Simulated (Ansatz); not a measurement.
## Geometry relaxation, with input and output: Si4H12O4 (part 1 of 3)

- system: Si4H12O4
- method: RKS PBE0-D4/def2-SVP (Ansatz 0.2.0)

The input holds or restrains some coordinates. Figures and captions count atoms from 1; the log counts them from 0 in places.

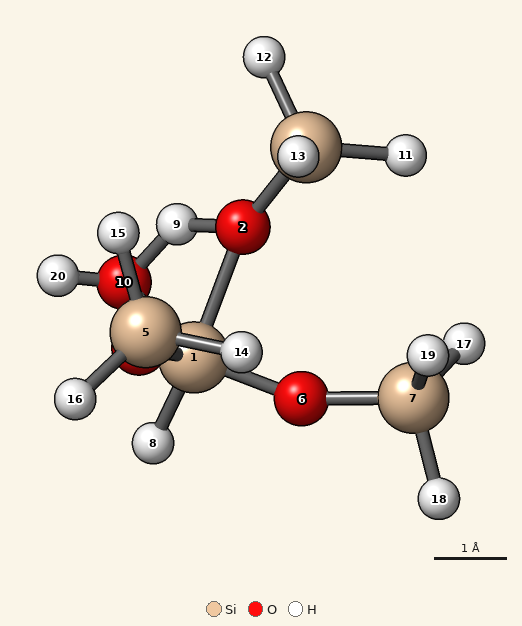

The starting structure (ball-and-stick view, seen at a tilt; atoms are numbered from 1 in the order of the input).

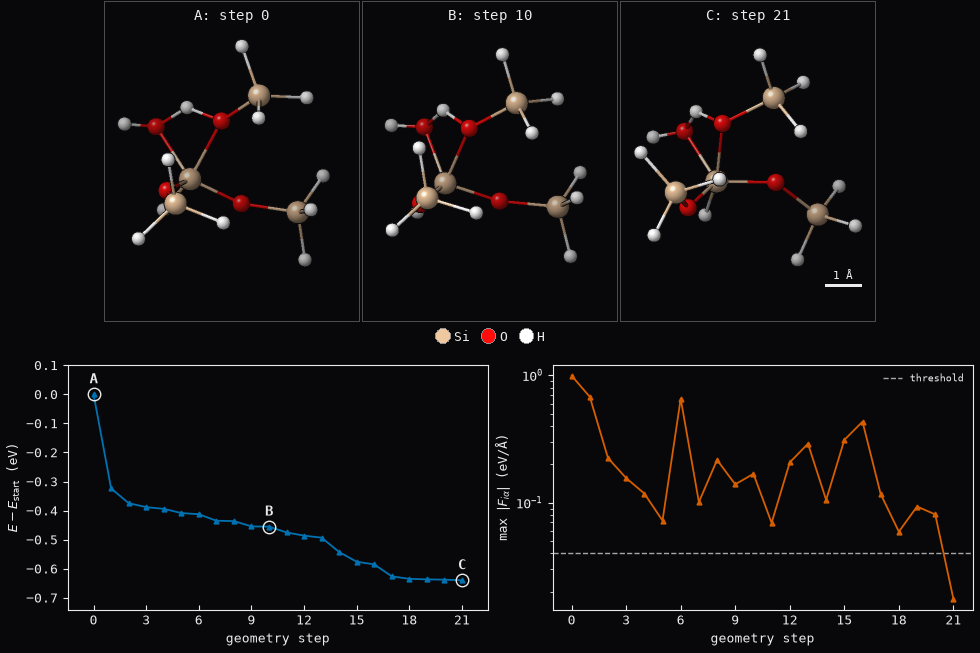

Frames of the restrained relaxation (ball-and-stick view, seen at a tilt) above the curves, on which the letters mark them (the first geometry is step 0 here and step 1 in the log).

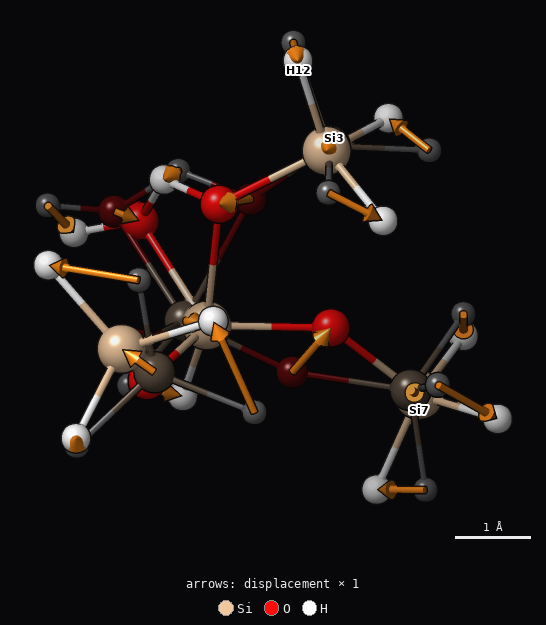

Start (faint) and end (solid) with the displacements as orange arrows, at true length (ball-and-stick view, seen at a tilt). The two geometries are laid on each other by the best rigid fit. The largest move after the best rigid fit is that of H14, 1.48 Å. By element the largest moves are H 1.48 Å, O 0.93 Å, Si 0.55 Å. Distances before and after: O2–Si3 1.612 → 1.686 Å, O4–Si5 1.617 → 1.669 Å, Si1–O4 1.619 → 1.655 Å, Si1–H8 1.464 → 1.495 Å. Among the angles that change: Si1–O2–Si3 149.1° → 126.2°, Si1–O6–Si7 156.7° → 136.8°, O6–Si1–O10 137.4° → 119.1°. Over 21 geometry steps the energy falls by 0.640 eV. Largest force component: 0.99 eV/Å at the start, 0.018 eV/Å at the end. (Atoms are counted from 1 in the order of the input.)

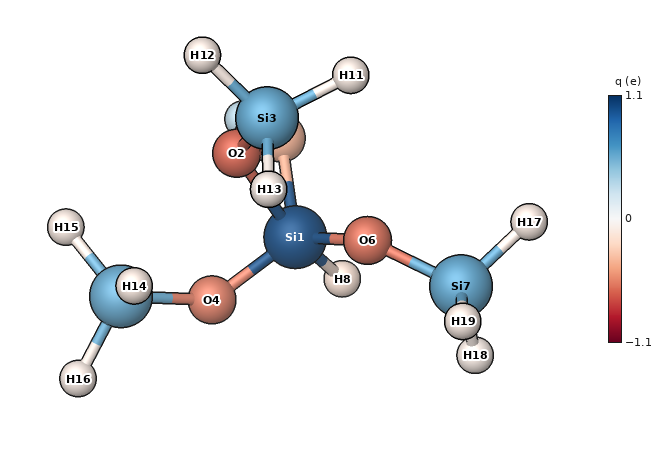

Mulliken charges, as the colour of each atom (ball-and-stick view, seen at a tilt; atoms are numbered from 1 in the order of the input). By element: Si +0.56 to +1.01, O −0.65 to −0.41 and H −0.16 to +0.29 e.

These pictures come from the run below.

Input file
```yaml
crystal:
  periodic: [false, false, false]
  atoms:
    - {symbol: Si, position_ang: [-1.314800, 0.382900, 0.398300]}
    - {symbol: O, position_ang: [-0.408300, -0.266100, -1.208900]}
    - {symbol: Si, position_ang: [0.936100, -0.809000, -1.914400]}
    - {symbol: O, position_ang: [-0.328600, 1.655900, 0.568400]}
    - {symbol: Si, position_ang: [1.168100, 2.205300, 0.839900]}
    - {symbol: O, position_ang: [-0.855100, -0.945100, 1.204900]}
    - {symbol: Si, position_ang: [0.060600, -2.233800, 1.543200]}
    - {symbol: H, position_ang: [-2.446800, 0.696800, 1.272800]}
    - {symbol: H, position_ang: [-1.411200, 0.268400, -1.611700]}
    - {symbol: O, position_ang: [-2.352400, 0.788400, -1.089800]}
    - {symbol: H, position_ang: [1.046600, -2.256600, -1.718500]}
    - {symbol: H, position_ang: [0.736100, -0.480000, -3.332900]}
    - {symbol: H, position_ang: [2.117000, -0.120600, -1.385000]}
    - {symbol: H, position_ang: [2.006300, 1.177200, 1.455400]}
    - {symbol: H, position_ang: [1.704700, 2.625700, -0.459100]}
    - {symbol: H, position_ang: [0.948100, 3.344400, 1.729700]}
    - {symbol: H, position_ang: [-0.321200, -3.316500, 0.632800]}
    - {symbol: H, position_ang: [-0.292200, -2.537600, 2.929800]}
    - {symbol: H, position_ang: [1.481400, -1.904100, 1.398600]}
    - {symbol: H, position_ang: [-2.474500, 1.724500, -1.253600]}
basis:
  gaussian: {orbitals: def2-SVP}
hamiltonian: {xc: pbe0, dispersion: d4}
relax: {f_tol: 0.04, max_steps: 150, escape_saddle: false, constraints: [{distance: [0, 9]}, {distance: [1, 8]}, {distance: [0, 1]}, {distance: [8, 9]}]}
```

Command:
```bash
ansatz run in.yaml --threads 4 --pin off --events-out ev --progress --plain --max-ram 63488MiB --backend cuda --devices 0, --max-vram 37GiB
```

Output
```
Functional definition: PBE0
  name "PBE0"
  cite "Adamo & Barone, J. Chem. Phys. 110, 6158 (1999) doi:10.1063/1.478522"
  cite "Perdew, Burke & Ernzerhof, Phys. Rev. Lett. 77, 3865 (1996) doi:10.1103/PhysRevLett.77.3865"
  parent pbe
  parameter a = 0.25
  parameter kappa = 0.804
  parameter beta = 0.06672455060314922
  exchange = (1 - a)*pbe_x(kappa = kappa, mu = beta*pi^2/3) + a*exact_x
  correlation = pbe_c(beta = beta)
1894 factors; integrals over basis functions are off by at most 6.3e-4 eV
mean field evaluation 1: about -39849.1151 eV, gradient 8.1e1 eV
mean field evaluation 2: about -39834.7340 eV, gradient 1.2e2 eV
mean field evaluation 4: about -39860.1754 eV, gradient 5.0e0 eV
mean field evaluation 8: about -39860.2156 eV, gradient 7.0e-2 eV
mean field -39860.21561485 eV, -1464.8359056213 hartree, gradient 5.4e-5 eV, S^2 0.000000; 0 other end points of the search recorded, 0 dependent functions left out
the calculation of the forces begins
reference -39860.21565440 eV, -1464.8359070748 hartree; 50, 50 occupied and 138, 138 virtual orbitals, 1894 factors
relax step   1: F+E_penalty+E_count = -39860.77418025 eV  Δ(F+E_penalty+E_count) = +0.000e0 eV  max|allowed force component| = 9.901e-1 eV/Å  Δτ_max = 0.0000 Å  (25 SCF iters, accepted)
  distance Si 0 - O 9 held at 1.858894 Å   reaction = +3.0462e-1 eV/Å
  distance O 1 - H 8 held at 1.205714 Å   reaction = +8.7999e-1 eV/Å
  distance Si 0 - O 1 held at 1.956025 Å   reaction = +7.3959e-1 eV/Å
  distance H 8 - O 9 held at 1.195256 Å   reaction = +7.4384e-1 eV/Å
these checks for a lower state are left out or cut short: starts, cluster_reference, orbital_swaps, neighbouring_geometries, increment
1894 factors; integrals over basis functions are off by at most 6.8e-4 eV
mean field evaluation 16: about -39860.4900 eV, gradient 5.4e0 eV
mean field -39860.54732569 eV, -1464.8480957698 hartree, gradient 8.7e-5 eV, S^2 0.000000; 0 other end points of the search recorded, 0 dependent functions left out
[... from here on the field's lines of each further geometry are left out, up to the last ...]
relax step   2: F+E_penalty+E_count = -39861.09799648 eV  Δ(F+E_penalty+E_count) = -3.238e-1 eV  max|allowed force component| = 6.773e-1 eV/Å  Δτ_max = 0.1310 Å  (26 SCF iters, accepted)
relax step   3: F+E_penalty+E_count = -39861.14857602 eV  Δ(F+E_penalty+E_count) = -5.058e-2 eV  max|allowed force component| = 2.241e-1 eV/Å  Δτ_max = 0.0592 Å  (27 SCF iters, accepted)
relax step   4: F+E_penalty+E_count = -39861.16231891 eV  Δ(F+E_penalty+E_count) = -1.374e-2 eV  max|allowed force component| = 1.561e-1 eV/Å  Δτ_max = 0.2000 Å  (28 SCF iters, accepted)
relax step   5: F+E_penalty+E_count = -39861.16803816 eV  Δ(F+E_penalty+E_count) = -5.719e-3 eV  max|allowed force component| = 1.181e-1 eV/Å  Δτ_max = 0.0297 Å  (28 SCF iters, accepted)
relax step   6: F+E_penalty+E_count = -39861.18257341 eV  Δ(F+E_penalty+E_count) = -1.454e-2 eV  max|allowed force component| = 7.244e-2 eV/Å  Δτ_max = 0.2000 Å  (28 SCF iters, accepted)
relax step   7: F+E_penalty+E_count = -39861.18667912 eV  Δ(F+E_penalty+E_count) = -4.106e-3 eV  max|allowed force component| = 6.541e-1 eV/Å  Δτ_max = 0.1951 Å  (28 SCF iters, accepted)
relax step   8: F+E_penalty+E_count = -39861.20905271 eV  Δ(F+E_penalty+E_count) = -2.237e-2 eV  max|allowed force component| = 1.012e-1 eV/Å  Δτ_max = 0.1213 Å  (28 SCF iters, accepted)
relax step   9: F+E_penalty+E_count = -39861.21031991 eV  Δ(F+E_penalty+E_count) = -1.267e-3 eV  max|allowed force component| = 2.165e-1 eV/Å  Δτ_max = 0.1798 Å  (28 SCF iters, accepted)
relax step  10: F+E_penalty+E_count = -39861.22851402 eV  Δ(F+E_penalty+E_count) = -1.819e-2 eV  max|allowed force component| = 1.394e-1 eV/Å  Δτ_max = 0.1969 Å  (28 SCF iters, accepted)
relax step  11: F+E_penalty+E_count = -39861.22938810 eV  Δ(F+E_penalty+E_count) = -8.741e-4 eV  max|allowed force component| = 1.686e-1 eV/Å  Δτ_max = 0.0943 Å  (25 SCF iters, accepted)
relax step  12: F+E_penalty+E_count = -39861.24927480 eV  Δ(F+E_penalty+E_count) = -1.989e-2 eV  max|allowed force component| = 6.958e-2 eV/Å  Δτ_max = 0.2000 Å  (27 SCF iters, accepted)
relax step  13: F+E_penalty+E_count = -39861.26033216 eV  Δ(F+E_penalty+E_count) = -1.106e-2 eV  max|allowed force component| = 2.072e-1 eV/Å  Δτ_max = 0.1992 Å  (27 SCF iters, accepted)
relax step  14: F+E_penalty+E_count = -39861.26732922 eV  Δ(F+E_penalty+E_count) = -6.997e-3 eV  max|allowed force component| = 2.903e-1 eV/Å  Δτ_max = 0.0717 Å  (25 SCF iters, accepted)
relax step  15: F+E_penalty+E_count = -39861.31676229 eV  Δ(F+E_penalty+E_count) = -4.943e-2 eV  max|allowed force component| = 1.051e-1 eV/Å  Δτ_max = 0.1999 Å  (28 SCF iters, accepted)
relax step  16: F+E_penalty+E_count = -39861.35021350 eV  Δ(F+E_penalty+E_count) = -3.345e-2 eV  max|allowed force component| = 3.108e-1 eV/Å  Δτ_max = 0.2000 Å  (28 SCF iters, accepted)
relax step  17: F+E_penalty+E_count = -39861.35919918 eV  Δ(F+E_penalty+E_count) = -8.986e-3 eV  max|allowed force component| = 4.322e-1 eV/Å  Δτ_max = 0.1968 Å  (27 SCF iters, accepted)
relax step  18: F+E_penalty+E_count = -39861.40042625 eV  Δ(F+E_penalty+E_count) = -4.123e-2 eV  max|allowed force component| = 1.169e-1 eV/Å  Δτ_max = 0.1514 Å  (28 SCF iters, accepted)
relax step  19: F+E_penalty+E_count = -39861.40895677 eV  Δ(F+E_penalty+E_count) = -8.531e-3 eV  max|allowed force component| = 5.929e-2 eV/Å  Δτ_max = 0.1019 Å  (25 SCF iters, accepted)
relax step  20: F+E_penalty+E_count = -39861.41076931 eV  Δ(F+E_penalty+E_count) = -1.813e-3 eV  max|allowed force component| = 9.344e-2 eV/Å  Δτ_max = 0.1547 Å  (25 SCF iters, accepted)
relax step  21: F+E_penalty+E_count = -39861.41180688 eV  Δ(F+E_penalty+E_count) = -1.038e-3 eV  max|allowed force component| = 8.096e-2 eV/Å  Δτ_max = 0.0407 Å  (25 SCF iters, accepted)
the calculation of the forces begins
reference -39860.87021831 eV, -1464.8599618546 hartree; 50, 50 occupied and 138, 138 virtual orbitals, 1894 factors
relax step  22: F+E_penalty+E_count = -39861.41406079 eV  Δ(F+E_penalty+E_count) = -2.254e-3 eV  max|allowed force component| = 1.761e-2 eV/Å  Δτ_max = 0.0427 Å  (25 SCF iters, accepted)
  distance Si 0 - O 9 held at 1.858894 Å   reaction = +5.0535e-1 eV/Å
  distance O 1 - H 8 held at 1.205714 Å   reaction = +2.6931e-1 eV/Å
  distance Si 0 - O 1 held at 1.956025 Å   reaction = -1.7943e-2 eV/Å
  distance H 8 - O 9 held at 1.195256 Å   reaction = -2.6053e-1 eV/Å
1894 factors; integrals over basis functions are off by at most 5.4e-4 eV
mean field evaluation 160: about -39860.8702 eV, gradient 4.9e-4 eV
mean field -39860.87017742 eV, -1464.8599603519 hartree, gradient 2.6e-5 eV, S^2 0.000000; 1 other end points of the search recorded, 0 dependent functions left out
the calculation of the forces begins
reference -39860.87021831 eV, -1464.8599618546 hartree; 50, 50 occupied and 138, 138 virtual orbitals, 1894 factors
Total energy: -39861.41410168 eV, -1464.8799492000 hartree
Atom 0 at    -0.949857     0.249086     0.455649 Å, force    -0.324653     0.069090    -0.363321 eV/Å
Atom 1 at     0.040531     0.452790    -1.218768 Å, force    -0.246388     0.056106    -0.086093 eV/Å
Atom 2 at     1.140401    -0.649920    -1.864147 Å, force    -0.016281     0.001608    -0.003401 eV/Å
Atom 3 at    -0.208481     1.599691     1.060546 Å, force    -0.009719    -0.002823    -0.003245 eV/Å
Atom 4 at     1.016196     2.594152     0.514839 Å, force     0.010126     0.004063    -0.004394 eV/Å
Atom 5 at    -0.204268    -1.236156     0.605454 Å, force    -0.007371    -0.004450     0.011413 eV/Å
Atom 6 at    -0.300393    -2.545650     1.633409 Å, force    -0.001460    -0.005319     0.000407 eV/Å
Atom 7 at    -2.060152     0.102992     1.445776 Å, force     0.000590     0.000327    -0.000183 eV/Å
Atom 8 at    -1.101289     0.661022    -1.545315 Å, force     0.476868    -0.023168    -0.055054 eV/Å
Atom 9 at    -2.130709     0.528794    -0.952484 Å, force     0.097562    -0.087248     0.524456 eV/Å
Atom 10 at     0.493861    -1.959351    -2.170669 Å, force     0.003113     0.005445     0.001297 eV/Å
Atom 11 at     1.632591    -0.052915    -3.141826 Å, force     0.005700    -0.003940    -0.004730 eV/Å
Atom 12 at     2.283359    -0.830035    -0.929384 Å, force    -0.001611     0.002447     0.002061 eV/Å
Atom 13 at     2.254152     1.829006     0.182368 Å, force    -0.002152     0.001676    -0.000145 eV/Å
Atom 14 at     0.577895     3.383803    -0.674506 Å, force    -0.001364    -0.001886     0.000105 eV/Å
Atom 15 at     1.322582     3.539047     1.627400 Å, force     0.001206     0.001052    -0.000606 eV/Å
Atom 16 at    -1.021744    -3.660369     0.952372 Å, force     0.001511    -0.000009    -0.002222 eV/Å
Atom 17 at    -1.021851    -2.185365     2.890476 Å, force    -0.003154    -0.000171    -0.004743 eV/Å
Atom 18 at     1.086237    -2.982325     1.961670 Å, force     0.003214     0.002172    -0.000996 eV/Å
Atom 19 at    -2.849162     1.161803    -0.832959 Å, force     0.014264    -0.014972    -0.010608 eV/Å
Dipole moment:    -0.294408     0.050176    -0.265006 e Å
```

Trajectory as extended XYZ (Å, eV, eV/Å), 22 frames, from step=1 to step=22
```
20
Properties=species:S:1:pos:R:3:forces:R:3 step=1 energy=-39860.77418
Si   -1.3148    0.3829    0.3983   -0.8174   0.3040  -0.3538
O    -0.4083   -0.2661   -1.2089   -1.9969   0.6797   1.0270
Si    0.9361   -0.8090   -1.9144    0.7394  -0.3421  -0.7433
O    -0.3286    1.6559    0.5684   -0.5742   0.1461  -0.1794
Si    1.1681    2.2053    0.8399    0.1679   0.4361  -0.0285
O    -0.8551   -0.9451    1.2049   -0.2518   0.1874  -0.0325
Si    0.0606   -2.2338    1.5432   -0.0856  -0.3389   0.1989
H    -2.4468    0.6968    1.2728   -0.4794   0.1416   0.2203
H    -1.4112    0.2684   -1.6117   -0.0430   0.2644  -0.1124
O    -2.3524    0.7884   -1.0898    0.4038  -0.8757  -0.2920
H     1.0466   -2.2566   -1.7185    0.2075  -0.5411   0.0269
H     0.7361   -0.4800   -3.3329    0.2324  -0.0289  -0.5551
H     2.1170   -0.1206   -1.3850    0.4853   0.1880   0.1915
H     2.0063    1.1772    1.4554    0.4493  -0.3650   0.2506
H     1.7047    2.6257   -0.4591    0.4709   0.2262  -0.3499
H     0.9481    3.3444    1.7297    0.3499   0.5424   0.3901
H    -0.3212   -3.3165    0.6328    0.0332  -0.5603  -0.2488
H    -0.2922   -2.5376    2.9298    0.1589  -0.4395   0.5608
H     1.4814   -1.9041    1.3986    0.6093  -0.0043  -0.0358
H    -2.4745    1.7245   -1.2536   -0.0594   0.3799   0.0655
```
